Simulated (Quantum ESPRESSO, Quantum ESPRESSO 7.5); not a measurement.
# 1T-SnO2, 2 layers, AA stacking: a series in the field along the normal

Aim: how the results for 1T-SnO2, 2 layers, AA stacking change with the field along the normal.

Main program and level: Quantum ESPRESSO 7.5; plane-wave DFT, PBE, GBRV ultrasoft pseudopotentials (geometry by pw.x at PBE-D3(BJ), GBRV ultrasoft).

**1. Set-up**

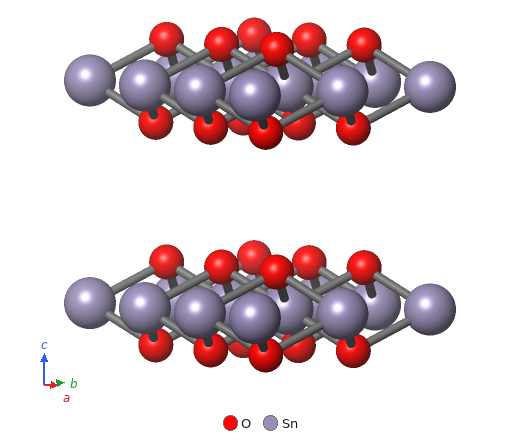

Start, viewed from the side, with the c axis up; oxygen red, tin purple. 3×2×1 cells are drawn. Some periodic images of atoms are drawn too.

The cell holds 6 atoms: 4 O and 2 Sn. Cell: a = 3.220 Å, b = 3.220 Å, c = 23.778 Å, α = 90.0°, β = 90.0°, γ = 120.0°. It derives from SnO2. Vacuum lies along c.

As a file:

```cif
data_structure
_symmetry_space_group_name_H-M 'P 1'
_symmetry_Int_Tables_number 1
_cell_length_a 3.2200
_cell_length_b 3.2200
_cell_length_c 23.7777
_cell_angle_alpha 90.000
_cell_angle_beta 90.000
_cell_angle_gamma 120.000
_cell_volume 213.51
loop_
_atom_site_label
_atom_site_type_symbol
_atom_site_fract_x
_atom_site_fract_y
_atom_site_fract_z
_atom_site_occupancy
O1 O 0.66667 0.33333 0.35748 1
Sn2 Sn 0.00000 0.00000 0.39509 1
O3 O 0.33333 0.66667 0.43271 1
O4 O 0.66667 0.33333 0.56729 1
Sn5 Sn 0.00000 0.00000 0.60491 1
O6 O 0.33333 0.66667 0.64252 1
```

Set-up: Cell and atoms are relaxed without a field with a D3(BJ) correction and then held. Sawtooth field with dipole correction, 17 Å of vacuum in the starting cell, Fermi-Dirac smearing of 0.002 Ry; bands along a path at each field.

Members -0.05, 0.1, -0.1, 0.2, -0.2, 0.3 and -0.3 took the same steps and show in the table alone.

This sheet is a model structure: its symmetry is held, and its stability is not tested here.

**2. Variable-cell relaxation of the reference**

What the set-up leaves free in this member is relaxed.

ref.relax.in

```
&control
  prefix = 'ref.relax'
  outdir = './out'
  pseudo_dir = './pseudo'
  nstep = 80
  forc_conv_thr = 0.0004
  calculation = 'vc-relax'
  etot_conv_thr = 1e-06
/
&system
  ibrav = 0
  nat = 6
  ntyp = 2
  ecutwfc = 50
  ecutrho = 250
  vdw_corr = 'grimme-d3'
  dftd3_version = 4
  occupations = 'smearing'
  smearing = 'fd'
  degauss = 0.004
/
&electrons
  conv_thr = 1e-09
  mixing_beta = 0.4
  electron_maxstep = 120
  mixing_mode = 'plain'
/
&ions
/
&cell
  cell_dofree = '2Dxy'
  press_conv_thr = 0.3
/
ATOMIC_SPECIES
  O   15.9990  o_pbe_v1.2.uspp.F.UPF
  Sn  118.7100  sn_pbe_v1.4.uspp.F.UPF
CELL_PARAMETERS angstrom
  3.22000000000000 0.00000000000000 0.00000000000000
  -1.61000000000000 2.78860180018589 0.00000000000000
  0.00000000000000 0.00000000000000 23.77770876399966
ATOMIC_POSITIONS crystal
  O   0.666666666700 0.333333333300 0.357477673075
  Sn  0.000000000000 0.000000000000 0.395093879071
  O   0.333333333300 0.666666666700 0.432710085068
  O   0.666666666700 0.333333333300 0.567289914932
  Sn  0.000000000000 0.000000000000 0.604906120929
  O   0.333333333300 0.666666666700 0.642522326925
K_POINTS automatic
  12 12 1 0 0 0
```

Command:

```sh
$ OMP_NUM_THREADS=1 mpirun -n 4 pw.x -nk 4 -in ref.relax.in > ref.relax.out
```

What it wrote:

```text
Program PWSCF v.7.5 starts
[citation notice left out]

     Parallel version (MPI & OpenMP), running on       4 processor cores
     Number of MPI processes:                 4
     Threads/MPI process:                     1

     MPI processes distributed on     1 nodes
[...]
Current dimensions of program PWSCF are:
     Max number of different atomic species (ntypx) = 10
     Max number of k-points (npk) =  40000
     Max angular momentum in pseudopotentials (lmaxx) =  4
     Message from routine setup:
     using ibrav=0 with symmetry is DISCOURAGED, use correct ibrav instead

     K-points division:     npool     =       4
     Subspace diagonalization in iterative solution of the eigenvalue problem:
     a serial algorithm will be used

     G-vector sticks info
     --------------------
     sticks:   dense  smooth     PW     G-vecs:    dense   smooth      PW
     Sum         649     511    151                96311    68981   11373

     Using Slab Decomposition

     bravais-lattice index     =            0
     lattice parameter (alat)  =       6.0849  a.u.
     unit-cell volume          =    1440.8175 (a.u.)^3
     number of atoms/cell      =            6
     number of atomic types    =            2
     number of electrons       =        52.00
     number of Kohn-Sham states=           31
     kinetic-energy cutoff     =      50.0000  Ry
     charge density cutoff     =     250.0000  Ry
     scf convergence threshold =      1.0E-09
     mixing beta               =       0.4000
     number of iterations used =            8  plain     mixing
     energy convergence thresh.=      1.0E-06
     force convergence thresh. =      4.0E-04
     press convergence thresh. =      3.0E-01
     Exchange-correlation=  SLA  PW   PBX  PBC
                           (   1   4   3   4   0   0   0)
     nstep                     =           80

     celldm(1)=   6.084918  celldm(2)=   0.000000  celldm(3)=   0.000000
     celldm(4)=   0.000000  celldm(5)=   0.000000  celldm(6)=   0.000000

     crystal axes: (cart. coord. in units of alat)
               a(1) = (   1.000000   0.000000   0.000000 )
               a(2) = (  -0.500000   0.866025   0.000000 )
               a(3) = (   0.000000   0.000000   7.384382 )

     reciprocal axes: (cart. coord. in units 2 pi/alat)
               b(1) = (  1.000000  0.577350 -0.000000 )
               b(2) = (  0.000000  1.154701  0.000000 )
               b(3) = (  0.000000 -0.000000  0.135421 )

     PseudoPot. # 1 for O  read from file:
     ./pseudo/o_pbe_v1.2.uspp.F.UPF
     Pseudo is Ultrasoft + core correction, Zval =  6.0
     Generated by new atomic code, or converted to UPF format
     Using radial grid of  737 points,  5 beta functions with:
                l(1) =   0
                l(2) =   0
                l(3) =   1
                l(4) =   1
                l(5) =   2
     Q(r) pseudized with  8 coefficients,  rinner =    0.900   0.900   0.900
                                                       0.900   0.900

     PseudoPot. # 2 for Sn read from file:
     ./pseudo/sn_pbe_v1.4.uspp.F.UPF
     Pseudo is Ultrasoft + core correction, Zval = 14.0
     Generated by new atomic code, or converted to UPF format
     Using radial grid of  891 points,  6 beta functions with:
                l(1) =   0
                l(2) =   0
                l(3) =   1
                l(4) =   1
                l(5) =   2
                l(6) =   2
     Q(r) pseudized with  8 coefficients,  rinner =    1.350   1.350   1.350
                                                       1.350   1.350

     atomic species   valence    mass     pseudopotential
     O                 6.00    15.99900     O ( 1.00)
     Sn               14.00   118.71000     Sn( 1.00)

     12 Sym. Ops., with inversion, found

   Cartesian axes

     site n.     atom                  positions (alat units)
         1        O      tau(   1) = (   0.5000000   0.2886751   2.6397516  )
         2        Sn     tau(   2) = (   0.0000000   0.0000000   2.9175240  )
         3        O      tau(   3) = (  -0.0000000   0.5773503   3.1952964  )
         4        O      tau(   4) = (   0.5000000   0.2886751   4.1890852  )
         5        Sn     tau(   5) = (   0.0000000   0.0000000   4.4668576  )
         6        O      tau(   6) = (  -0.0000000   0.5773503   4.7446301  )

     --------------------------------------------
     DFT-D3 Dispersion Correction (3-body terms):
     --------------------------------------------
       Reference C6 values for interpolation:

         atom   Coordination number   C6
         O          0.000            31.01
         O          0.993            25.63
         O          1.989            20.74
         Sn         0.000          1255.14
         Sn         0.951          1084.09
         Sn         1.950          1010.83
         Sn         2.926           818.29
         Sn         3.912           672.20

       Values used:

         atom   Coordination number  R0_AB[au]  C6      C8
         O          2.947            2.345     20.74    418.58
         Sn         9.899            3.957    672.20  84369.06
         O          2.951            2.345     20.74    418.58
         O          2.951            2.345     20.74    418.58
         Sn         9.899            3.957    672.20  84369.06
         O          2.947            2.345     20.74    418.58

         Molecular C6 ( Ry / a.u.^6 ) =      4777.50

     number of k points=    19  Fermi-Dirac smearing, width (Ry)=  0.0040
                       cart. coord. in units 2pi/alat
        k(    1) = (   0.0000000   0.0000000   0.0000000), wk =   0.0138889
        k(    2) = (   0.0000000   0.0962250   0.0000000), wk =   0.0833333
        k(    3) = (   0.0000000   0.1924501   0.0000000), wk =   0.0833333
        k(    4) = (   0.0000000   0.2886751   0.0000000), wk =   0.0833333
        k(    5) = (   0.0000000   0.3849002   0.0000000), wk =   0.0833333
        k(    6) = (   0.0000000   0.4811252   0.0000000), wk =   0.0833333
        k(    7) = (   0.0000000  -0.5773503   0.0000000), wk =   0.0416667
        k(    8) = (   0.0833333   0.1443376   0.0000000), wk =   0.0833333
        k(    9) = (   0.0833333   0.2405626   0.0000000), wk =   0.1666667
        k(   10) = (   0.0833333   0.3367877   0.0000000), wk =   0.1666667
[...]
k(   19) = (   0.3333333   0.5773503   0.0000000), wk =   0.0277778

     Dense  grid:    96311 G-vectors     FFT dimensions: (  32,  32, 240)

     Smooth grid:    68981 G-vectors     FFT dimensions: (  27,  27, 216)

[...]
Self-consistent Calculation

     iteration #  1     ecut=    50.00 Ry     beta= 0.40
     Davidson diagonalization with overlap
     ethr =  1.00E-06,  avg # of iterations =  9.0

     negative rho (up, down):  9.261E-04 0.000E+00

     total cpu time spent up to now is       91.3 secs

     total energy              =    -447.80602447 Ry
     estimated scf accuracy    <       0.00346105 Ry

[...]
iteration #  9     ecut=    50.00 Ry     beta= 0.40
[...]
negative rho (up, down):  7.867E-04 0.000E+00

[...]
End of self-consistent calculation

[...]
the Fermi energy is    -1.1794 ev

!    total energy              =    -447.80651491 Ry
     estimated scf accuracy    <          6.1E-10 Ry
     smearing contrib. (-TS)   =      -0.00000000 Ry
     internal energy E=F+TS    =    -447.80651491 Ry

     The total energy is F=E-TS. E is the sum of the following terms:
     one-electron contribution =   -3217.80374603 Ry
     hartree contribution      =    1628.04029397 Ry
     xc contribution           =    -115.59016860 Ry
     ewald contribution        =    1257.60721840 Ry
     DFT-D3 Dispersion         =      -0.06011267 Ry

     convergence has been achieved in   9 iterations

     negative rho (up, down):  7.867E-04 0.000E+00

     Forces acting on atoms (cartesian axes, Ry/au):

     atom    1 type  1   force =     0.00000000    0.00000000   -0.01606908
     atom    2 type  2   force =     0.00000000    0.00000000    0.00088006
     atom    3 type  1   force =     0.00000000   -0.00000000    0.01801798
     atom    4 type  1   force =     0.00000000    0.00000000   -0.01801798
     atom    5 type  2   force =     0.00000000    0.00000000   -0.00088006
     atom    6 type  1   force =     0.00000000    0.00000000    0.01606908

     Total force =     0.034165     Total SCF correction =     0.000148

     Computing stress (Cartesian axis) and pressure

     negative rho (up, down):  7.867E-04 0.000E+00
          total   stress  (Ry/bohr**3)                   (kbar)     P=       -6.02
  -0.00007202  -0.00000000   0.00000000          -10.59       -0.00        0.00
   0.00000000  -0.00007202   0.00000000            0.00      -10.59        0.00
   0.00000000   0.00000000   0.00002129            0.00        0.00        3.13

     Energy error            =      8.4E-03 Ry
     Gradient error          =      1.8E-02 Ry/Bohr
     Cell gradient error     =      1.1E+01 kbar

     number of scf cycles    =   3
     number of bfgs steps    =   2

     enthalpy           old  =    -447.7981077522 Ry
     enthalpy           new  =    -447.8065149118 Ry

     CASE: enthalpy          _new < enthalpy          _old

     new trust radius        =       0.0547104117 bohr
     new conv_thr            =       0.0000000005 Ry

     new unit-cell volume =   1462.13868 a.u.^3 (   216.66660 Ang^3 )
     density =      2.31006 g/cm^3

CELL_PARAMETERS (angstrom)
   3.243737226  -0.000000000   0.000000000
  -1.621868613   2.809158840   0.000000000
   0.000000000   0.000000000  23.777708764

ATOMIC_POSITIONS (crystal)
O                0.6666666667        0.3333333333        0.3532367399
Sn              -0.0000000000       -0.0000000000        0.3952354002
O                0.3333333333        0.6666666667        0.4371237760
O                0.6666666667        0.3333333333        0.5628762240
Sn               0.0000000000        0.0000000000        0.6047645998
O                0.3333333333        0.6666666667        0.6467632601

[...]
NEW-OLD atomic charge density approx. for the potential
     New effective cutoffs (rho, wfc):  249.68   49.97

     Check: negative core charge=   -0.000002

     negative rho (up, down):  1.106E-03 0.000E+00

     total cpu time spent up to now is      119.4 secs

     per-process dynamical memory:   104.0 Mb

[...]
!    total energy              =    -447.80909802 Ry
[...]
Total force =     0.007612     Total SCF correction =     0.000041
[...]
number of bfgs steps    =   3
[...]
new trust radius        =       0.0337460566 bohr
[...]
!    total energy              =    -447.81038035 Ry
[...]
Total force =     0.004681     Total SCF correction =     0.000009
[...]
number of bfgs steps    =   4
[...]
new trust radius        =       0.0497216784 bohr
[...]
!    total energy              =    -447.81141908 Ry
[...]
Total force =     0.008443     Total SCF correction =     0.000035
[...]
number of bfgs steps    =   5
[...]
new trust radius        =       0.0204775759 bohr
[...]
!    total energy              =    -447.81232296 Ry
[...]
Total force =     0.008465     Total SCF correction =     0.000006
[...]
number of bfgs steps    =  18
[...]
new trust radius        =       0.0293985339 bohr
[...]
Self-consistent Calculation

     iteration #  1     ecut=    50.00 Ry     beta= 0.40
     Davidson diagonalization with overlap
     ethr =  1.00E-06,  avg # of iterations =  8.9

     negative rho (up, down):  8.157E-04 0.000E+00

     total cpu time spent up to now is      745.4 secs

     total energy              =    -447.81177707 Ry
     estimated scf accuracy    <       0.00166472 Ry

[...]
iteration # 12     ecut=    50.00 Ry     beta= 0.40
[...]
negative rho (up, down):  7.979E-04 0.000E+00

[...]
End of self-consistent calculation

          k = 0.0000 0.0000 0.0000 (  8573 PWs)   bands (ev):

   -22.3974 -22.3960 -22.1769 -22.1769 -22.1767 -22.1767 -21.9770 -21.9770
   -21.9768 -21.9768 -20.3432 -20.2799 -18.6264 -18.5384  -6.1907  -5.9359
    -3.6619  -3.6619  -3.6354  -3.6354  -3.3832  -3.2103  -3.2103  -3.1780
    -3.1780  -2.7468  -0.0186   0.6675   3.3350   3.4982   5.2507

          k = 0.0000 0.0967 0.0000 (  8540 PWs)   bands (ev):

   -22.3696 -22.3686 -22.2324 -22.2315 -22.1607 -22.1606 -21.9947 -21.9940
   -21.9778 -21.9774 -20.2949 -20.2327 -18.5128 -18.4278  -6.2909  -6.1076
    -4.1052  -3.9731  -3.8574  -3.8229  -3.5576  -3.3571  -3.1230  -3.0865
    -2.9959  -2.6145   0.3736   0.9492   3.5814   3.7727   5.3832

          k = 0.0000 0.1933 0.0000 (  8546 PWs)   bands (ev):

   -22.4258 -22.4232 -22.2595 -22.2587 -22.1209 -22.1205 -22.0237 -22.0229
   -21.9762 -21.9757 -20.1440 -20.0852 -18.2248 -18.1482  -6.6654  -6.5988
    -4.8856  -4.6345  -4.2453  -4.2007  -3.8113  -3.5317  -3.0171  -2.9681
    -2.8711  -2.5052   1.2392   1.6104   4.1515   4.4164   5.7745

          k = 0.0000 0.2900 0.0000 (  8616 PWs)   bands (ev):

   -22.6311 -22.6274 -22.1702 -22.1697 -22.0836 -22.0832 -22.0410 -22.0405
   -21.9561 -21.9559 -19.8906 -19.8378 -17.8742 -17.8110  -7.3444  -7.2773
    -5.5933  -5.3501  -4.6723  -4.6202  -3.9748  -3.6069  -2.9543  -2.8908
    -2.7752  -2.4794   2.1416   2.3210   4.6331   4.9739   6.3828

          k = 0.0000 0.3867 0.0000 (  8632 PWs)   bands (ev):

   -22.8202 -22.8165 -22.1295 -22.1289 -22.0718 -22.0708 -22.0117 -22.0110
   -21.9091 -21.9090 -19.5721 -19.5285 -17.5699 -17.5248  -8.0395  -7.9865
    -6.1938  -5.9798  -5.0487  -4.9921  -3.9698  -3.5989  -2.9233  -2.8473
    -2.7007  -2.5112   2.7366   2.8536   4.7505   5.1401   7.0746

          k = 0.0000 0.4833 0.0000 (  8630 PWs)   bands (ev):

   -22.9478 -22.9443 -22.1343 -22.1337 -22.0731 -22.0719 -21.9612 -21.9603
   -21.8637 -21.8635 -19.2834 -19.2516 -17.3830 -17.3583  -8.5310  -8.5029
    -6.6223  -6.4167  -5.3049  -5.2460  -3.8857  -3.5656  -2.9102  -2.8261
    -2.6545  -2.5715   2.9582   3.0676   4.8374   5.1533   7.7740

[...]
-2.5937  -2.4601   3.7642   3.7815
[key lines of the parts left out:]
total energy              =    -447.81237063 Ry
the Fermi energy is    -1.1612 ev
convergence has been achieved in  15 iterations
```

Run time: 17 min. Hardware: 4 MPI ranks of Arm Neoverse V1, shared host; peak memory 0.82 GiB.

Step by step (22 of 25):

| step | energy less that of the first step (eV) | largest force (eV/Å) | volume (Å³) |
| --- | --- | --- | --- |
| 1 | 0.0000 | 1.7583 | 213.51 |
| 2 | -0.2351 | 1.0695 | 216.11 |
| 3 | -0.3495 | 0.4633 | 217.30 |
| 4 | -0.3847 | 0.1184 | 216.67 |
| 6 | -0.4163 | 0.1257 | 212.20 |
| 7 | -0.4192 | 0.0614 | 211.06 |
| 8 | -0.4195 | 0.0237 | 210.95 |
| 9 | -0.4196 | 0.0244 | 210.97 |
| 10 | -0.4197 | 0.0300 | 211.00 |
| 11 | -0.4198 | 0.0361 | 211.02 |
| 12 | -0.4201 | 0.0429 | 211.04 |
| 14 | -0.4210 | 0.0601 | 211.12 |
| 15 | -0.4218 | 0.0712 | 211.17 |
| 16 | -0.4230 | 0.0845 | 211.23 |
| 17 | -0.4247 | 0.0984 | 211.32 |
| 18 | -0.4267 | 0.1112 | 211.43 |
| 19 | -0.4286 | 0.1144 | 211.56 |
| 20 | -0.4292 | 0.0936 | 211.57 |
| 22 | -0.4305 | 0.0043 | 211.32 |
| 23 | -0.4305 | 0.0008 | 211.27 |
| 24 | -0.4305 | 0.0001 | 211.27 |
| 25 | -0.4209 | 0.0006 | 211.27 |

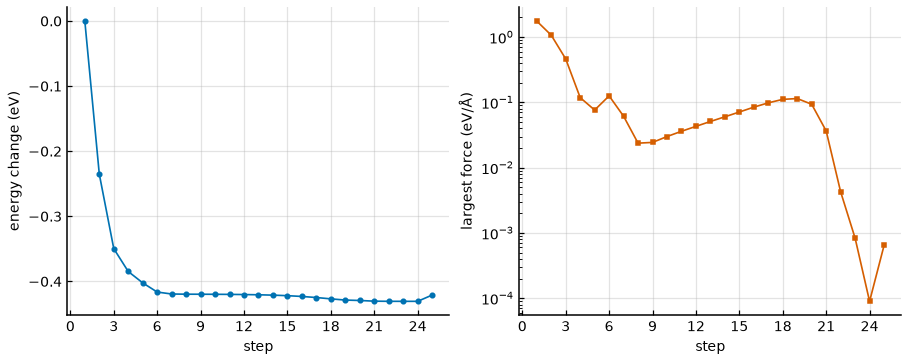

Energy and largest force along the relaxation.

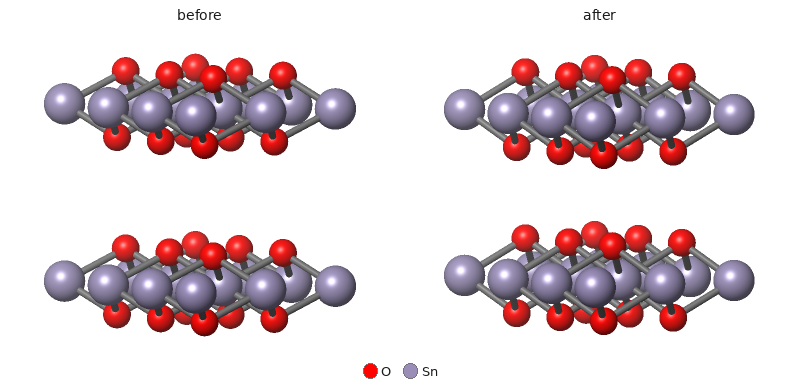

Before and after, at one scale.

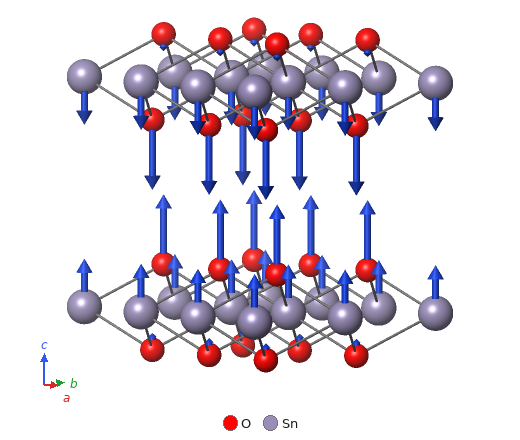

Displacements in the relaxation, exaggerated, measured against the changing cell; the longest in the cell stands for 0.28 Å. 3×2×1 cells are drawn. Some periodic images of atoms are drawn too.

| cell as run | before | after | change |
| --- | --- | --- | --- |
| a (Å) | 3.220 | 3.203 | -0.5 % |
| b (Å) | 3.220 | 3.203 | -0.5 % |

The atoms that moved most (Å, along periodic axes as changes of fractional coordinates times the final cell, across vacuum about the mean position):

| atom | dx | dy | dz | length |
| --- | --- | --- | --- | --- |
| O4 | 0.000 | 0.000 | -0.285 | 0.285 |
| O3 | 0.000 | 0.000 | 0.285 | 0.285 |
| Sn5 | 0.000 | 0.000 | -0.160 | 0.160 |
| Sn2 | 0.000 | 0.000 | 0.160 | 0.160 |
| O1 | 0.000 | 0.000 | 0.032 | 0.032 |
| O6 | 0.000 | 0.000 | -0.032 | 0.032 |

 The last row is no step: it is a fresh SCF in the final cell with a new plane-wave basis, +10 meV from the row before.

This step gave:

```
free energy  : -6092.7894 eV
Fermi energy : -1.174 eV
```

(Continued in part 2 of 4.)

[Logs are printed without paths, hosts, clocks, repeated set-up lines and the standing remarks that a program may print on its own settings, such as how far it seeks lower states.]

[Hosts, paths, dates, database ids (printed as entryN), source tags and the programs' standing remarks are cut or masked in the printed files.]

[Maps of the electrostatic potential energy from Ansatz leave out the sawtooth potential of an applied field or a dipole correction, so their vacuum need not be flat; planar profiles and work functions include it.]
